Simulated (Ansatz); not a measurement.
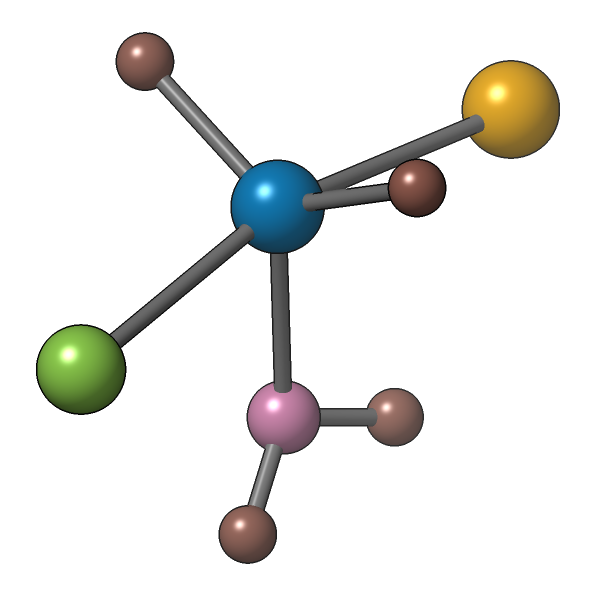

The picture shows a molecular structure as a ball-and-stick model. Every bond is drawn as one stick, whatever its order. Colours: silicon blue, bromine orange, hydrogen brown, chlorine green, oxygen pink.

The geometry was computed by an optimisation with PBE0-D4/def2-TZVP.

Identify the structure.

It has 8 atoms: 1 bromine, 1 chlorine, 4 hydrogen, 1 oxygen and 1 silicon (BrClH₄OSi).

The parts below concern this one geometry. Atoms keep their numbers from picture to picture.

### Shape

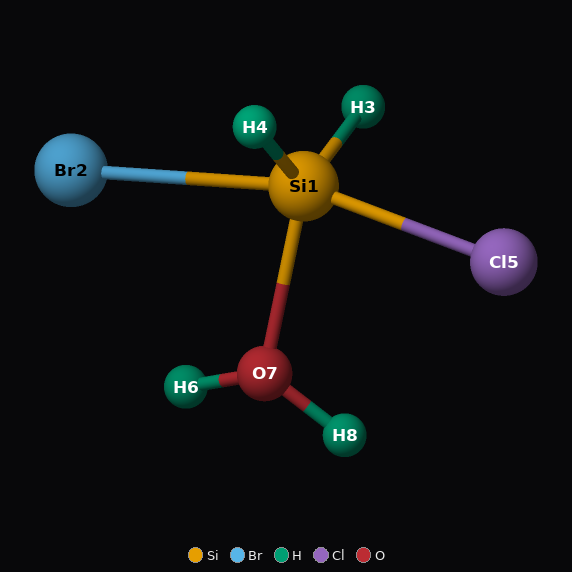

The atoms are numbered.

Which atoms are bonded, and how long are the bonds?

```csv
bond,length (Å)
Si1–Br2,2.444
Si1–H3,1.468
Si1–H4,1.466
Si1–Cl5,2.173
Si1–O7,1.843
H6–O7,0.980
O7–H8,0.970
```

### Thermal motion

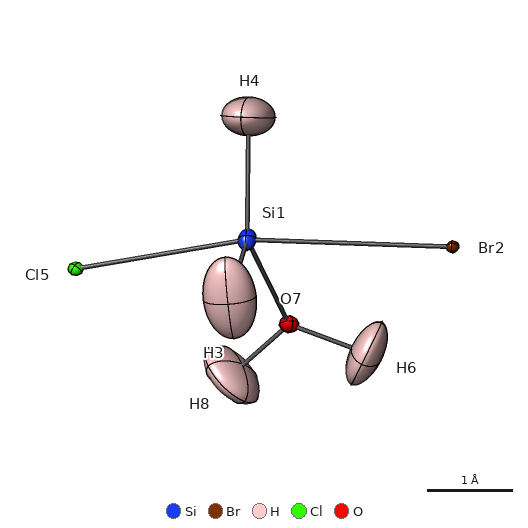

Displacement ellipsoids at the 50 % level, enlarged 1.5 times, from the internal vibrations of the free molecule (harmonic, no overall translation or rotation; no half-axis is drawn under 0.075 Å). Vibrations computed with RKS PBE0-D4/def2-TZVP (Ansatz 0.2.0). Temperature: 100 K.

Give the displacement parameters, one line for each set of equivalent atoms.

```json
{"atom": "Si1", "U_eq (Å²)": "0.0026", "rms amplitudes (Å)": "0.041, 0.047, 0.062"}
{"atom": "Br2", "U_eq (Å²)": "0.00033", "rms amplitudes (Å)": "0.012, 0.016, 0.025"}
{"atom": "H3", "U_eq (Å²)": "0.0252", "rms amplitudes (Å)": "0.098, 0.135, 0.218"}
{"atom": "H4", "U_eq (Å²)": "0.0236", "rms amplitudes (Å)": "0.098, 0.137, 0.206"}
{"atom": "Cl5", "U_eq (Å²)": "0.0012", "rms amplitudes (Å)": "0.027, 0.037, 0.039"}
{"atom": "H6", "U_eq (Å²)": "0.0228", "rms amplitudes (Å)": "0.081, 0.169, 0.182"}
{"atom": "O7", "U_eq (Å²)": "0.0025", "rms amplitudes (Å)": "0.043, 0.050, 0.056"}
{"atom": "H8", "U_eq (Å²)": "0.0239", "rms amplitudes (Å)": "0.082, 0.167, 0.193"}
```

### Electronic properties

Properties computed with RKS PBE0-D4/def2-SVP (Ansatz 0.2.0).

Predict the main results.

- dipole moment: 3.40 D
- dispersion correction: −16.3 kJ/mol

### Charges

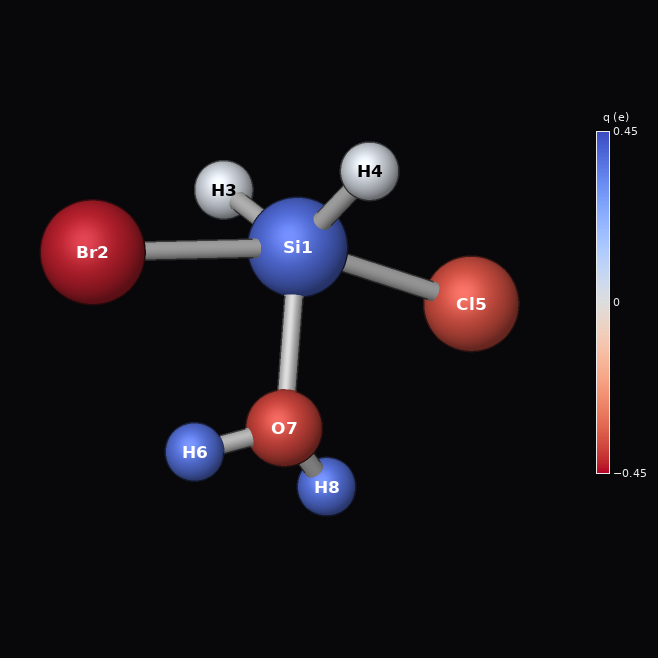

Atoms are coloured by their Mulliken charges. Method: RKS PBE0-D4/def2-TZVP (Ansatz 0.2.0).

Which atom carries the highest charge (most positive or least negative)?

Answer. Si1 (0.39 e).

And the lowest?

Answer. Br2 (−0.43 e).

Give the Mulliken charges atom by atom.

| atom | value (e) |
| --- | --- |
| Si1 | 0.39 |
| Br2 | −0.43 |
| H3 | 0.02 |
| H4 | 0.02 |
| Cl5 | −0.36 |
| H6 | 0.37 |
| O7 | −0.38 |
| H8 | 0.37 |

Mulliken values depend strongly on the basis set and can even reverse the polarity of a bond.
